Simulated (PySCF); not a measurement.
SMILES [Cl][Ga]([Cl])[c]1ccccc1, singlet at its PBE0/def2-SVP optimised geometry (Å):

```
14

Ga    -2.3416    -0.0002     0.0000
Cl    -3.4737     1.8210     0.0000
Cl    -3.4812    -1.8164     0.0037
C     -0.4108    -0.0002     0.0000
C      0.3010    -1.2096     0.0109
C      1.6948    -1.2057     0.0146
C      2.3882     0.0049     0.0070
C      1.6906     1.2130    -0.0047
C      0.2969     1.2117    -0.0080
H     -0.2361    -2.1625     0.0167
H      2.2429    -2.1511     0.0236
H      3.4812     0.0069     0.0104
H      2.2353     2.1605    -0.0107
H     -0.2439     2.1625    -0.0164
```

Computed with PBE0/def2-TZVP (PySCF).

Map of the electron localisation function on the plane z = 0.8 Å:

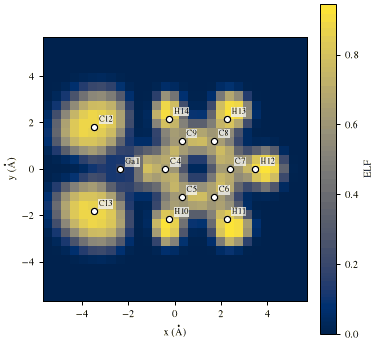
Fig. 1. Electron localisation function on the plane z = 0.8 Å.
